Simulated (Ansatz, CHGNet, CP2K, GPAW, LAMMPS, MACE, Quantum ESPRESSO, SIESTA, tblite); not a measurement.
## Running liquid K2CO3 at 1190 K (102 atoms) with tblite

Aim: run liquid K2CO3 at 1190 K (102 atoms) in tblite and see how near its forces come to a plane-wave reference, and at what cost.

Calculated with tblite 0.8.0; the method is named at each step.

### Step 1. Starting point

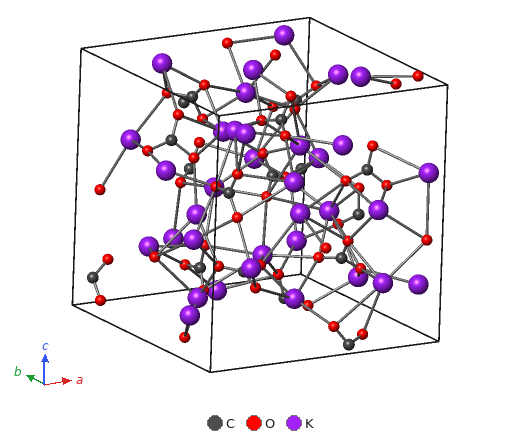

The starting structure, seen slightly off an axis (carbon dark grey, oxygen red, potassium purple). Bonds to atoms that aren't drawn are left out. Some periodic images of atoms are drawn too.

The cell holds 102 atoms: 17 C, 51 O and 34 K. Cell: a = 12.710 Å, b = 12.710 Å, c = 12.710 Å, α = 90.0°, β = 90.0°, γ = 90.0°. 34 K+, 17 CO3 2- placed at random, at 1.9 g/cm³; overlaps pushed apart, then 10 ps at 1590 K with harmonic planar carbonate ions with charges +1 on C and -1 on O; Joung-Cheatham ions (J. Phys. Chem. B 112, 9020 (2008)); charges of ions scaled by 0.8. Snapshot after 20 ps at 1190 K and fixed volume.

The yardstick, on the same geometry:

| Property | Result |
| --- | --- |
| method | Kohn-Sham DFT, PBE, SSSP efficiency 1.3.0 pseudopotentials, plane waves (Quantum ESPRESSO 7.5); sssp-pbe-1.3.0-efficiency, cutoffs 60/480 Ry, Γ point |
| r.m.s. force component | 2.734 eV/Å |
| longest force | 12.56 eV/Å |
| pressure | 6.058 GPa |
| gap (highest filled to lowest empty level) | 1.244 eV |
| time | 18 min on 1 thread of Intel Xeon 6975P-C (Granite Rapids), shared host |
| CPU time | 18 min |

### Step 2. GFN1-xTB

Method: GFN1-xTB tight binding, diagonalisation.

run.py reads:

```python
import numpy as np
from ase.io import read
from tblite.ase import TBLite

atoms = read("structure.xyz")
atoms.calc = TBLite(method="GFN1-xTB", electronic_temperature=580, accuracy=1.0, max_iterations=250, mixer_damping=0.4, verbosity=1)
energy = atoms.get_potential_energy()
forces = atoms.get_forces()
print(f"energy {energy:.6f} eV")
print("forces (eV/A)")
for i, (a, f) in enumerate(zip(atoms, forces)):
    print(f"{i:4d} {a.symbol:2s} {f[0]:10.5f} {f[1]:10.5f} {f[2]:10.5f}")
stress = -atoms.get_stress(voigt=False) * 160.21766
print("stress (GPa, compression positive)")
for row in stress:
    print(" ".join(f"{x:10.4f}" for x in row))
print("charges (e)")
print(np.array2string(atoms.get_charges(), precision=4, suppress_small=True, max_line_width=110, threshold=100000))
```

structure.xyz reads:

```xyz
102
Lattice="12.71030 0.00000 0.00000 0.00000 12.71030 0.00000 0.00000 0.00000 12.71030" Properties=species:S:1:pos:R:3 pbc="T T T"
C 12.20113 6.84106 4.56249
O 0.49583 6.19691 4.02917
O 11.71597 7.87251 3.87130
O 12.14571 6.80484 5.88411
C 7.59631 7.30499 6.90347
O 8.69499 7.93174 6.55419
O 6.88377 6.60033 6.15090
O 7.18323 7.56784 7.99503
C 2.13381 2.31849 8.02503
O 2.16609 1.54532 6.99689
O 2.21922 1.73521 9.09867
O 2.10394 3.48694 8.02910
C 5.00049 10.60675 10.27361
O 4.04683 11.32767 10.38025
O 5.59978 10.58819 9.10007
O 5.03836 9.59107 11.10842
C 6.12713 4.29316 10.65072
O 6.58877 4.22656 11.77698
O 5.75853 5.47483 10.34123
O 5.70845 3.19232 10.18527
C 10.47697 3.39594 7.88700
O 11.32386 2.94650 7.12844
O 9.26784 3.33811 7.49412
O 10.62212 3.21138 9.09536
C 11.93395 11.73923 5.57016
O 0.36440 11.15469 6.07807
O 10.91484 11.01907 5.34659
O 11.94387 0.16498 5.07395
C 6.22805 12.59654 6.03282
O 5.27948 11.83761 5.66269
O 6.74866 12.64573 7.26444
O 6.59614 0.61098 5.20347
C 1.89129 7.30448 9.35707
O 2.80313 6.69820 8.52950
O 0.60755 7.34986 8.97423
O 2.38369 7.56250 10.48918
C 9.32377 3.59142 3.59968
O 10.43846 3.63909 2.93328
O 9.19883 2.84990 4.65883
O 8.68533 4.62363 3.43636
C 8.05655 0.60145 0.24836
O 9.19806 1.23773 0.45922
O 7.97864 12.40741 12.09029
O 7.26165 0.73072 1.20862
C 4.28757 8.20818 2.51461
O 4.29049 7.84823 3.71725
O 4.19262 9.43079 2.35217
O 4.12220 7.53467 1.58891
C 0.20578 3.56562 12.41199
O 12.52969 2.40352 12.53922
O 12.53998 4.40412 11.61874
O 1.04072 4.11432 0.53104
C 8.79832 7.79027 0.57463
O 8.46341 8.81269 12.38962
O 8.55492 8.02389 1.70979
O 9.56857 6.89089 0.35729
[... 42 atom lines left out ...]
K 9.66351 0.93383 6.63503
K 10.56048 9.71486 2.70272
K 9.78325 5.59469 5.34977
K 6.43637 10.10316 0.63780
```

Command:

```bash
$ OMP_NUM_THREADS=1 python run.py > output.txt
```

Log:

```text
------------------------------------------------------------
  cycle        total energy    energy error   density error
------------------------------------------------------------
      1     -276.7498163641  -2.7816767E+02   9.5182833E-01
      2      68.56361512219   3.4531343E+02   9.4955018E-01
      3     -210.9847907616  -2.7954841E+02   5.4341944E-01
      4     -240.1941269948  -2.9209336E+01   3.7224083E-01
      5     -263.7845168934  -2.3590390E+01   2.5259269E-01
      6     -284.4261767686  -2.0641660E+01   1.2753444E-01
      7     -285.7445754010  -1.3183986E+00   1.0083293E-01
      8     -290.1143380979  -4.3697627E+00   5.1690909E-02
      9     -291.0145410913  -9.0020299E-01   2.6159390E-02
     10     -291.2727873897  -2.5824630E-01   1.0281650E-02
     11     -291.3020647866  -2.9277397E-02   7.2395090E-03
     12     -291.3285827202  -2.6517934E-02   2.2906259E-03
     13     -291.3233714560   5.2112642E-03   3.3323528E-03
     14     -291.3261732380  -2.8017820E-03   2.4651356E-03
     15     -291.3286641198  -2.4908819E-03   1.0689054E-03
     16     -291.3291601201  -4.9600029E-04   1.5467117E-04
     17     -291.3291549148   5.2053431E-06   1.0864317E-04
     18     -291.3291602518  -5.3370252E-06   4.9266751E-05
     19     -291.3291614917  -1.2398648E-06   1.5186970E-05
     20     -291.3291616119  -1.2017955E-07   2.8143964E-06
------------------------------------------------------------
 total:                                   3.944 sec
energy -7927.470277 eV
forces (eV/A)
   0 C     3.05181    2.90882    1.15104
   1 O    -1.19732   -0.34941   -0.45531
   2 O    -0.25956   -2.15889    0.98680
   3 O    -1.32219   -0.41677   -1.99392
   4 C     2.43133    1.48030   -2.92360
   5 O     0.31666   -0.70649   -1.45744
   6 O    -0.47153   -1.75334   -2.59316
   7 O    -2.47250    1.10596    6.83385
   8 C     0.67805   -5.68363   -2.07872
   9 O    -0.20142   -0.15228   -2.33225
  10 O     0.13073   -3.67562    6.32847
  11 O    -0.56747    9.22322   -1.68197
  12 C     1.45339   -5.27194   -2.50500
  13 O    -4.77251    5.32215    1.39219
  14 O     1.00255   -0.47605    1.43572
  15 O     1.96689    0.36682    0.05767
  16 C    -3.26321    0.64555    0.57650
  17 O     4.08795   -0.71049    5.76221
  18 O    -0.40951    0.90686   -2.97379
  19 O    -0.36236   -1.27802   -3.22094
  20 C    -2.99945   -3.74303   -0.21340
  21 O     4.91802    0.18657   -3.85000
  22 O    -3.67494    2.23151   -1.29371
  23 O     1.37482    1.37419    5.96523
[...]
94 K    -0.00635   -0.11903   -0.11140
  95 K    -0.54682   -0.20424   -0.31190
  96 K    -0.08445    0.17766   -0.06262
  97 K     0.13925   -0.20131   -0.10923
  98 K    -1.31233    2.53208   -1.33296
  99 K     0.03722   -0.22405    0.11180
 100 K     0.08190   -0.04543    0.07039
 101 K     0.15497   -0.43044   -0.11277
stress (GPa, compression positive)
    1.7151     0.0179     0.0525
    0.0179     3.8826     1.1944
    0.0525     1.1944     3.7347
charges (e)
[ 0.7323 -0.6494 -0.6587 -0.6495  0.7681 -0.6946 -0.6725 -0.6386  0.7894 -0.7007 -0.6842 -0.6287  0.7562
 -0.6411 -0.6742 -0.6854  0.7641 -0.6561 -0.6739 -0.6773  0.7727 -0.6515 -0.6848 -0.6673  0.759  -0.7003
 -0.6515 -0.6149  0.772  -0.6723 -0.7135 -0.6126  0.7359 -0.6822 -0.66   -0.6193  0.7586 -0.6787 -0.6565
 -0.6417  0.7569 -0.6874 -0.6613 -0.658   0.7938 -0.6925 -0.6784 -0.6376  0.7778 -0.6575 -0.643  -0.696
  0.7704 -0.7323 -0.6297 -0.634   0.791  -0.661  -0.6692 -0.6704  0.7698 -0.6743 -0.6427 -0.6977  0.8021
 -0.6691 -0.6738 -0.6632  0.6157  0.6276  0.6153  0.6084  0.6004  0.5758  0.5969  0.5807  0.6275  0.6154
  0.616   0.6172  0.6095  0.5982  0.6129  0.6354  0.6126  0.6304  0.6054  0.6326  0.6017  0.6082  0.6372
  0.6092  0.5831  0.6138  0.6132  0.6174  0.6247  0.6262  0.6237  0.6277  0.6233  0.6074]
```

Wall time 4.4 s (1 thread of Intel Xeon 6975P-C (Granite Rapids), shared host); peak memory 0.15 GiB.

Banners, paths, timers and routine set-up lines are dropped from the logs unmarked, and long logs keep their key lines alone; longer cuts are marked.

Against the reference:

* r.m.s. force component: 2.512 eV/Å
* r.m.s. difference of force components: 534.2 meV/Å
* longest difference of force vectors: 2372 meV/Å
* force difference over r.m.s. force: 19.54 %
* slope of forces against the reference's: 0.9029
* correlation of force components: 0.9828
* pressure: 3.111 GPa
* pressure difference: -2.947 GPa

Length of the force difference by element (eV/Å):

```csv
element,atoms,mean,most
C,17,0.74,1.3
K,34,0.75,2.4
O,51,0.87,1.4
```

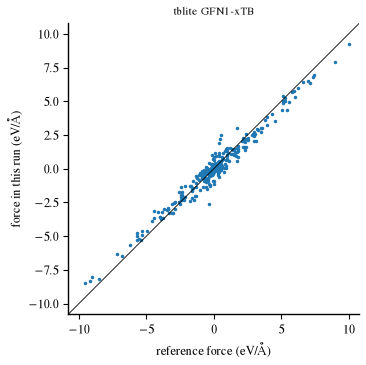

Force components against those of the reference; the line marks equality.

A closer look about O48, which bears the longest force: 9 atoms, nearest first, numbered in the order of the input, with positions taken from that point.

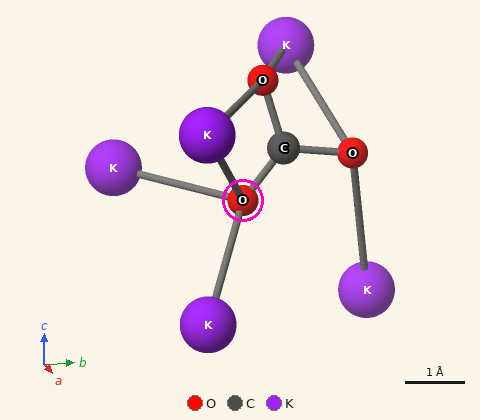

The atoms of the table, within 3.4 Å (arrows a, b, c point along x, y, z); some may hide others; the central atom is ringed.

```csv
atom,x,y,z,distance (Å),Mulliken charge (e),Fx,Fy,Fz (eV/Å)
O48,0.00,0.00,0.00,0.00,-0.64,-0.39,-8.16,-8.32
C45,0.17,0.67,0.93,1.16,0.79,-0.78,4.36,5.70
O47,0.07,1.90,0.76,2.05,-0.68,0.66,6.39,-0.87
O46,0.17,0.31,2.13,2.16,-0.69,0.73,-2.53,3.56
K79,-1.52,-1.95,0.33,2.50,0.62,0.04,-0.29,0.10
K70,1.75,-0.96,-1.75,2.66,0.63,-0.02,0.02,-0.21
K82,2.52,-1.13,1.75,3.27,0.60,0.13,0.24,0.55
K72,-1.27,2.41,-1.95,3.35,0.61,0.08,-0.70,0.19
K91,-2.39,1.23,2.14,3.44,0.64,-0.15,0.38,-0.05
```

Atoms are counted from 1 here, from 0 in the log.

Forces lie 20 % from the reference's, at 0.0040 times its CPU time.

### Step 3. Outcome

```json
{
  "force difference from the reference": "tblite GFN1-xTB, 20 %",
  "its CPU time": "4.3 s"
}
```

What this shows: Tight binding differs by 20 % (tblite GFN1-xTB); it is another model, with fitted parameters of its own, and the xTB methods hold dispersion. One electronic-structure run takes under half the reference's CPU time: tblite GFN1-xTB, at 20 % in 4.3 s against 18 min; its pressure misses by -2.9 GPa. Periodic xTB results under one method name differ between programs and library versions. The reference's pressure holds the uncorrected Pulay stress of its 60 Ry basis, so small pressure differences, and their order, may be the reference's own error. The frame stands for 1190 K, but pressures are static and levels are smeared at 580 K. The network of bonds at the start is that of the classical potential that made the cell, and needn't be the one that DFT or experiment would give. The electronic-structure runs sample only Γ, in a cell whose shortest periodic width is 13 Å.

[Also dropped from logs without a mark: logging warnings of Python, and SIESTA's first energy breakdown and zero terms.]

[Logs are printed without paths, hosts, clocks, repeated set-up lines and the standing remarks that a program may print on its own settings, such as how far it seeks lower states.]

[Hosts, paths, dates, database ids (printed as entryN), source tags and the programs' standing remarks are cut or masked in the printed files.]
